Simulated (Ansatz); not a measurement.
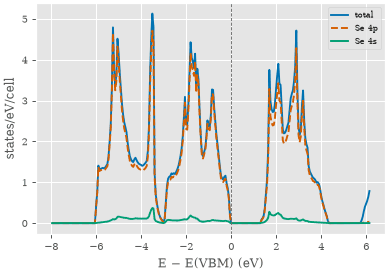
Total and projected density of states of Se (trigonal Se type, space group No. 152), r²SCAN+D4 (plane waves, PAW; program Ansatz)

Which orbitals carry the states next to the gap?

Top 1 eV of the valence band: Se 4p 96 %. Bottom 1 eV of the conduction band: Se 4p 88 %, Se 4s 7 %, outside the projected shells 5 %. Projections are on Löwdin-orthogonalised atomic valence shells; empty p or d shells of many metals are not among them.

Where is the tallest occupied peak in this window, and what makes it?

Near -3.5 eV, about 5.1 states/eV per cell; the largest projected share is Se 4p.

Space group P3_121 (trigonal Se type). Symmetry was held in the r²SCAN+D4 relaxation. Scalar-relativistic: spin–orbit coupling is off unless named, which matters more the heavier the elements.

Potentials: the earlier of the program's two PAW sets.
